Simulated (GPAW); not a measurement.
# A Zr chain with one bond drawn out: a series of junctions, part 2 of 2

Wanted: the trend of the zero-bias conductance over a family of junctions, a Zr chain with one bond drawn out.

GPAW 26.7.0; GPAW LCAO, PAW setups; Landauer transmission from Green's functions with principal layers (ASE), zero bias.

So far, conductance (G₀): step 2 (member of the series, stretch 0.2 Å) 4.29; step 3 (stretch 0.5 Å) 3.28; step 4 (stretch 0.8 Å) 2.33; step 5 (stretch 1.2 Å) 1.53; step 6 (stretch 1.6 Å) 1.12.

## (7) Junction: stretch = 2.0

The cell differs from the one that the last finished run ended in (c 32.800 → 33.200 Å).

The input, run.py:

```python
import json
import numpy as np
from ase import Atoms
from ase.transport.calculators import TransportCalculator
from gpaw import GPAW, FermiDirac
from gpaw.lcao.tools import get_lcao_hamiltonian
from scipy.linalg import eigh

# The junction with lead layers at both ends, along the third cell vector
device = Atoms(
    ['Zr', 'Zr', 'Zr', 'Zr', 'Zr', 'Zr', 'Zr', 'Zr', 'Zr', 'Zr', 'Zr', 'Zr'],
    positions=[
        [4.50000, 4.50000, 1.30000],
        [4.50000, 4.50000, 3.90000],
        [4.50000, 4.50000, 6.50000],
        [4.50000, 4.50000, 9.10000],
        [4.50000, 4.50000, 11.70000],
        [4.50000, 4.50000, 14.30000],
        [4.50000, 4.50000, 18.90000],
        [4.50000, 4.50000, 21.50000],
        [4.50000, 4.50000, 24.10000],
        [4.50000, 4.50000, 26.70000],
        [4.50000, 4.50000, 29.30000],
        [4.50000, 4.50000, 31.90000]],
    cell=[[9.0, 0.0, 0.0], [0.0, 9.0, 0.0], [0.0, 0.0, 33.2]],
    pbc=True)

# One principal layer of the lead: the first 4 atoms of the device
lead = Atoms(
    ['Zr', 'Zr', 'Zr', 'Zr'],
    positions=[
        [4.50000, 4.50000, 1.30000],
        [4.50000, 4.50000, 3.90000],
        [4.50000, 4.50000, 6.50000],
        [4.50000, 4.50000, 9.10000]],
    cell=[[9.0, 0.0, 0.0], [0.0, 9.0, 0.0], [0.0, 0.0, 10.4]],
    pbc=True)

settings = dict(mode='lcao', basis='dzp', xc='PBE', h=0.2,
                occupations=FermiDirac(0.1), maxiter=250,
                mixer=dict(beta=0.1, nmaxold=8, weight=100.0),
                convergence=dict(density=0.0001))
energies = np.arange(-2, 2 + 1e-9, 0.05)
eta = 0.0001
n1, n2 = 1, 1
# k and -k transmit alike, so half of the mesh across the current serves
mesh = [(i, j) for i in range(n1) for j in range(n2) if (i, j) <= (-i % n1, -j % n2)]
weights = np.array([1 if (i, j) == (-i % n1, -j % n2) else 2 for i, j in mesh]) / (n1 * n2)

# [... helper functions left out ...]
fermi_lead = ground_state(lead, (1, 1, 11), 'lead.txt')
fermi_device = ground_state(device, (1, 1, 3), 'device.txt')
# [... loop over the mesh left out, but for ...]
        # Shift the lead onto the potential of the device's first layer
        shift = ((H[:, 0, 0] - H0[:, 0, 0]) / S0[0, 0]).real.mean()
# [...]
kT = 8.617333e-5 * 300
bias = [0.1, 0.2, 0.5, 1.0, 1.5, 2.0]
# [... integrals and printing left out ...]
```

Started as:

```console
> OMP_NUM_THREADS=1 OPENBLAS_NUM_THREADS=1 python run.py
```

The log of the run:

```text
basis functions: device 348, principal layer 116
Fermi level: lead -1.7892 eV, device -1.8458 eV; lead shifted by -0.0036 eV
largest coupling past the next layer 1.05e-05 eV, largest misfit of the first layer 0.055 eV
  E-E_F (eV)   T (one spin)  [channel counts left out]
    -2.000    1.3458e-01
    -1.950    1.5452e-01
    -1.900    1.7676e-01
[...]
1.950    9.8935e-01
     2.000    9.8580e-01
conductance at 300 K: 0.86456 G0 a cell; thermopower -3.814 uV/K
current from the zero-bias T(E) at 0.1 V: 6.7059 uA
current from the zero-bias T(E) at 0.2 V: 13.451 uA
current from the zero-bias T(E) at 0.5 V: 33.887 uA
current from the zero-bias T(E) at 1.0 V: 68.084 uA
current from the zero-bias T(E) at 1.5 V: 102.5 uA
current from the zero-bias T(E) at 2.0 V: 136.41 uA
```

Run time: 2.2 min. Hardware: 1 thread of Arm Neoverse V1, shared host; peak memory 1.3 GiB.

One spin. Transmission, zone mean against energy, zero at the Fermi level:

```
energy (eV)  transmission, zone mean
    -2.0000                    0.135
    -1.7500                    0.259
    -1.5000                    0.427
    -1.2500                    0.578
    -1.0000                    0.702
    -0.7500                    0.757
    -0.5000                    0.765
    -0.2500                    0.785
     0.0000                    0.862
     0.2500                    0.980
     0.5000                     1.00
     0.7500                     1.02
     0.9000                     1.02
     1.0000                     1.02
     1.2500                    0.997
     1.5000                     1.00
     1.7500                    0.998
     2.0000                    0.986
```

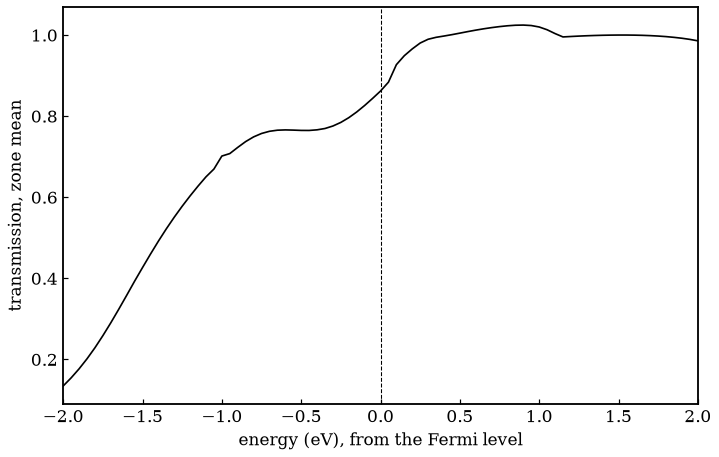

Transmission, zone mean against energy.

The conductance, 0.865 G₀, lies 23 % below that of the member before.

## (8) Member of the series: stretch = 2.6

The cell differs from the one that the last finished run ended in (c 33.200 → 33.800 Å).

run.py: that of step 7 with these lines changed.

```diff
@@ -18,9 +18,9 @@
         [4.50000, 4.50000, 14.30000],
-        [4.50000, 4.50000, 18.90000],
-        [4.50000, 4.50000, 21.50000],
-        [4.50000, 4.50000, 24.10000],
-        [4.50000, 4.50000, 26.70000],
-        [4.50000, 4.50000, 29.30000],
-        [4.50000, 4.50000, 31.90000]],
-    cell=[[9.0, 0.0, 0.0], [0.0, 9.0, 0.0], [0.0, 0.0, 33.2]],
+        [4.50000, 4.50000, 19.50000],
+        [4.50000, 4.50000, 22.10000],
+        [4.50000, 4.50000, 24.70000],
+        [4.50000, 4.50000, 27.30000],
+        [4.50000, 4.50000, 29.90000],
+        [4.50000, 4.50000, 32.50000]],
+    cell=[[9.0, 0.0, 0.0], [0.0, 9.0, 0.0], [0.0, 0.0, 33.8]],
     pbc=True)
```

The log of the run:

```text
basis functions: device 348, principal layer 116
Fermi level: lead -1.7892 eV, device -1.8607 eV; lead shifted by -0.0056 eV
largest coupling past the next layer 1.05e-05 eV, largest misfit of the first layer 0.058 eV
  E-E_F (eV)   T (one spin)  [channel counts left out]
    -2.000    3.6338e-02
    -1.950    4.2460e-02
    -1.900    4.9513e-02
[...]
1.950    8.7301e-01
     2.000    8.6705e-01
conductance at 300 K: 0.51965 G0 a cell; thermopower -5.846 uV/K
current from the zero-bias T(E) at 0.1 V: 4.0283 uA
current from the zero-bias T(E) at 0.2 V: 8.0687 uA
current from the zero-bias T(E) at 0.5 V: 20.35 uA
current from the zero-bias T(E) at 1.0 V: 41.774 uA
current from the zero-bias T(E) at 1.5 V: 64.646 uA
current from the zero-bias T(E) at 2.0 V: 87.996 uA
```

Wall time 2.5 min (1 thread); peak memory 1.3 GiB.

One spin. Table of transmission, zone mean by energy, zero at the Fermi level:

```
energy (eV)  transmission, zone mean
    -2.0000                   0.0363
    -1.7500                   0.0778
    -1.5000                    0.152
    -1.2500                    0.246
    -1.0000                    0.344
    -0.7500                    0.402
    -0.5000                    0.414
    -0.2500                    0.438
     0.0000                    0.519
     0.2500                    0.632
     0.5000                    0.731
     0.7500                    0.806
     1.0000                    0.851
     1.2500                    0.875
     1.5000                    0.889
     1.7500                    0.888
     2.0000                    0.867
```

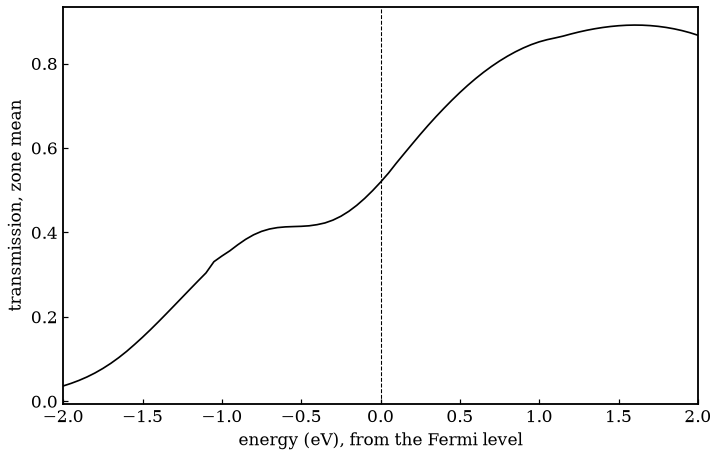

Transmission, zone mean against energy.

The conductance, 0.520 G₀, lies 40 % below that of the member before.

## (9) Junction, box 9 × 9 × 34.4 Å: stretch = 3.2

The cell differs from the one that the last finished run ended in (c 33.800 → 34.400 Å).

run.py: that of step 8 with these lines changed.

```diff
@@ -18,9 +18,9 @@
         [4.50000, 4.50000, 14.30000],
-        [4.50000, 4.50000, 19.50000],
-        [4.50000, 4.50000, 22.10000],
-        [4.50000, 4.50000, 24.70000],
-        [4.50000, 4.50000, 27.30000],
-        [4.50000, 4.50000, 29.90000],
-        [4.50000, 4.50000, 32.50000]],
-    cell=[[9.0, 0.0, 0.0], [0.0, 9.0, 0.0], [0.0, 0.0, 33.8]],
+        [4.50000, 4.50000, 20.10000],
+        [4.50000, 4.50000, 22.70000],
+        [4.50000, 4.50000, 25.30000],
+        [4.50000, 4.50000, 27.90000],
+        [4.50000, 4.50000, 30.50000],
+        [4.50000, 4.50000, 33.10000]],
+    cell=[[9.0, 0.0, 0.0], [0.0, 9.0, 0.0], [0.0, 0.0, 34.4]],
     pbc=True)
```

The log of the run:

```text
basis functions: device 348, principal layer 116
Fermi level: lead -1.7892 eV, device -1.8725 eV; lead shifted by -0.0063 eV
largest coupling past the next layer 1.05e-05 eV, largest misfit of the first layer 0.060 eV
  E-E_F (eV)   T (one spin)  [channel counts left out]
    -2.000    9.9817e-03
    -1.950    1.1817e-02
    -1.900    1.3968e-02
[...]
1.950    6.8847e-01
     2.000    6.8493e-01
conductance at 300 K: 0.25088 G0 a cell; thermopower -8.393 uV/K
current from the zero-bias T(E) at 0.1 V: 1.9455 uA
current from the zero-bias T(E) at 0.2 V: 3.9009 uA
current from the zero-bias T(E) at 0.5 V: 9.9213 uA
current from the zero-bias T(E) at 1.0 V: 20.951 uA
current from the zero-bias T(E) at 1.5 V: 33.629 uA
current from the zero-bias T(E) at 2.0 V: 47.508 uA
```

Wall time 2.8 min (1 thread); peak memory 1.3 GiB.

The conductance, 0.251 G₀, lies 52 % below that of the member before.

## (10) The series together

Times are for 1 thread of Arm Neoverse V1, shared host. The runs compared:

```
no.  stretch (Å)  conductance (G₀)     time  memory (GiB)
  1          0.2             4.286  3.2 min           1.2
  2          0.5             3.276  3.5 min           1.2
  3          0.8             2.333  3.1 min           1.2
  4          1.2             1.527  2.3 min           1.2
  5          1.6             1.125  2.1 min           1.2
  6            2            0.8646  2.2 min           1.3
  7          2.6            0.5196  2.5 min           1.3
  8          3.2            0.2509  2.8 min           1.3
```

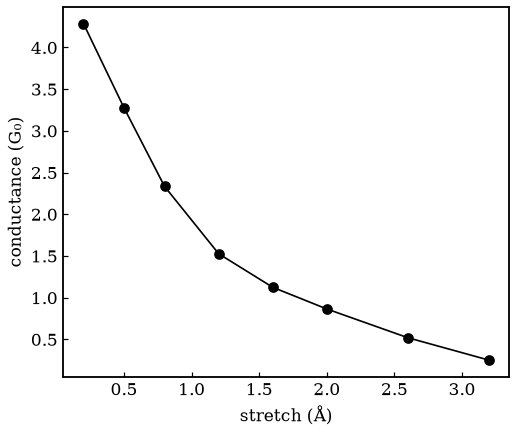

The series as plots.

The runs together. Table of transmission, zone mean by energy, zero at the Fermi level:

```
energy (eV)    0.2    0.5    1.2    1.6     2.6      3.2
     -2.000  0.997  0.998  0.675  0.323  0.0363  0.00998
     -1.500   1.84   1.10  0.942  0.717   0.152   0.0490
     -1.000   3.09   1.94   1.12  0.938   0.344    0.133
     -0.500   3.76   2.85   1.34   1.02   0.414    0.177
      0.000   3.81   3.05   1.49   1.11   0.519    0.250
      0.200   5.72   4.69   2.02   1.31   0.610    0.317
      0.250   5.74   4.71   2.01   1.31   0.632    0.336
      0.300   5.75   4.70   1.97   1.30   0.654    0.355
      0.500   5.71   4.41   1.64   1.21   0.731    0.434
      1.000   5.37   3.37   1.35   1.12   0.851    0.601
      1.500   3.15   1.79   1.08   1.03   0.889    0.685
      2.000   1.82   1.38   1.05   1.02   0.867    0.685
```

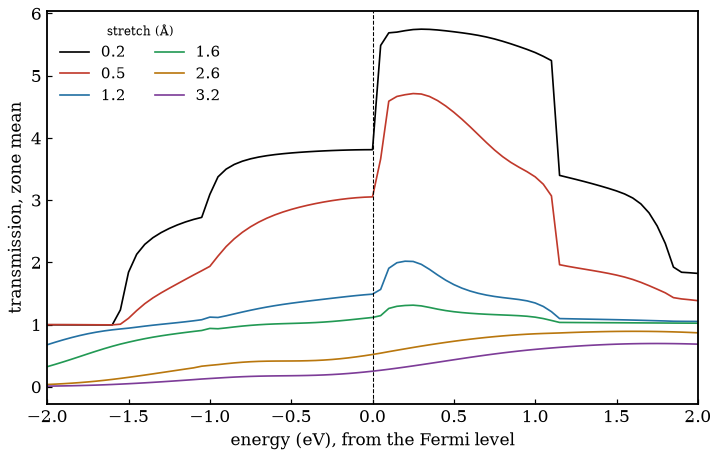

Transmission, zone mean against energy.

The runs together. The current through one cell, from the zero-bias transmission by bias:

```
bias (V)  0.2 (mA)  0.5 (mA)  1.2 (mA)  1.6 (mA)  2.6 (mA)  3.2 (mA)
   0.100    0.0338    0.0258    0.0119   0.00874   0.00403   0.00195
   0.200    0.0693    0.0533    0.0244    0.0176   0.00807   0.00390
   0.500     0.180     0.142    0.0639    0.0450    0.0204   0.00992
   1.000     0.364     0.288     0.126    0.0893    0.0418    0.0210
   1.500     0.545     0.420     0.181     0.132    0.0646    0.0336
   2.000     0.719     0.534     0.231     0.172    0.0880    0.0475
```

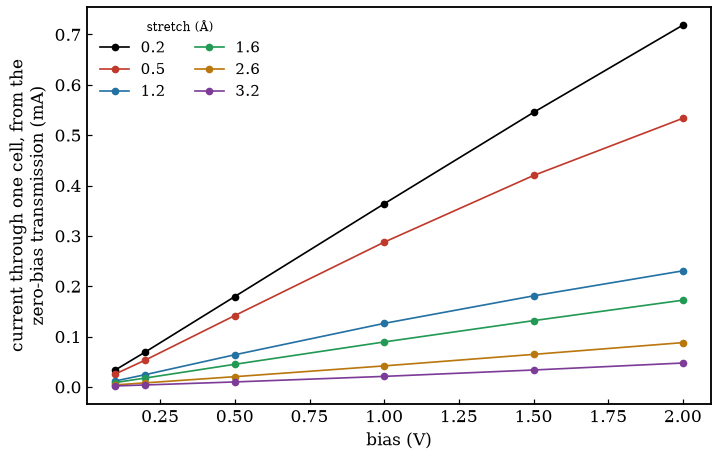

Current through one cell, from the zero-bias transmission against bias.

## (11) Other settings

One more run, with changed settings.

run.py: that of step 9 with these lines changed.

```diff
@@ -18,20 +18,18 @@
         [4.50000, 4.50000, 14.30000],
-        [4.50000, 4.50000, 20.10000],
-        [4.50000, 4.50000, 22.70000],
-        [4.50000, 4.50000, 25.30000],
-        [4.50000, 4.50000, 27.90000],
-        [4.50000, 4.50000, 30.50000],
-        [4.50000, 4.50000, 33.10000]],
-    cell=[[9.0, 0.0, 0.0], [0.0, 9.0, 0.0], [0.0, 0.0, 34.4]],
+        [4.50000, 4.50000, 17.40000],
+        [4.50000, 4.50000, 20.00000],
+        [4.50000, 4.50000, 22.60000],
+        [4.50000, 4.50000, 25.20000],
+        [4.50000, 4.50000, 27.80000],
+        [4.50000, 4.50000, 30.40000]],
+    cell=[[9.0, 0.0, 0.0], [0.0, 9.0, 0.0], [0.0, 0.0, 31.7]],
     pbc=True)
 
-# One principal layer of the lead: the first 4 atoms of the device
+# One principal layer of the lead: the first 2 atoms of the device
 lead = Atoms(
-    ['Zr', 'Zr', 'Zr', 'Zr'],
+    ['Zr', 'Zr'],
     positions=[
         [4.50000, 4.50000, 1.30000],
-        [4.50000, 4.50000, 3.90000],
-        [4.50000, 4.50000, 6.50000],
-        [4.50000, 4.50000, 9.10000]],
-    cell=[[9.0, 0.0, 0.0], [0.0, 9.0, 0.0], [0.0, 0.0, 10.4]],
+        [4.50000, 4.50000, 3.90000]],
+    cell=[[9.0, 0.0, 0.0], [0.0, 9.0, 0.0], [0.0, 0.0, 5.2]],
     pbc=True)
@@ -39,3 +37,3 @@
 settings = dict(mode='lcao', basis='dzp', xc='PBE', h=0.2,
-                occupations=FermiDirac(0.1), maxiter=250,
+                occupations=FermiDirac(0.1), maxiter=75,
                 mixer=dict(beta=0.1, nmaxold=8, weight=100.0),
```

The log of the run:

```text
LinAlgError: The leading minor of order 36 of B is not positive definite. The factorization of B could not be completed and no eigenvalues or eigenvectors were computed.
```

Run time: 3.1 min. Hardware: 1 thread; peak memory 1.2 GiB.

The run ended with an error.

The program's message: “LinAlgError: The leading minor of order 36 of B is not positive definite. The factorization of B could not be completed and no eigenvalues or eigenvectors were computed.”

The change that led to it: n_lead = 2 and period = 5.2.

## (12) Results

| Property | Result |
| --- | --- |
| conductance, first and last member | 4.29 and 0.251 G₀ |
| largest and smallest | 4.29 and 0.251 G₀ |

In words: As the extra bond length goes from 0.2 to 3.2 Å, the conductance goes from 4.29 to 0.251 G₀. The conductance falls at every step of the series. The geometry was built from estimated bond lengths and not relaxed, so the numbers describe this model structure. The run had no spin polarisation, so a magnetic state, which chains and small molecules with open shells often have, wasn't tested. An evenly spaced straight chain is an idealisation: free chains tend to dimerise, zigzag or, where a band edge lies near the Fermi level, turn magnetic. The currents use the zero-bias T(E) throughout, which holds only while the bias is small against the distance to the nearest feature. Within about eight thermal energies of the Fermi level ln T(E) bends sharply from one computed energy to the next, or the lead's channel count changes, so the thermal averages, above all the thermopower, rest on an interpolation that may be rough. Atomic orbitals end short of the vacuum, so tunnelling across a wide gap comes out too low. The thermopower isn't quoted: it samples T(E) farther from the Fermi level than the conductance does, and the energy grid wasn't tested for it.

[Logs are printed without paths, hosts, clocks, repeated set-up lines and the standing remarks that a program may print on its own settings, such as how far it seeks lower states.]

[Hosts, paths, dates, database ids (printed as entryN), source tags and the programs' standing remarks are cut or masked in the printed files.]
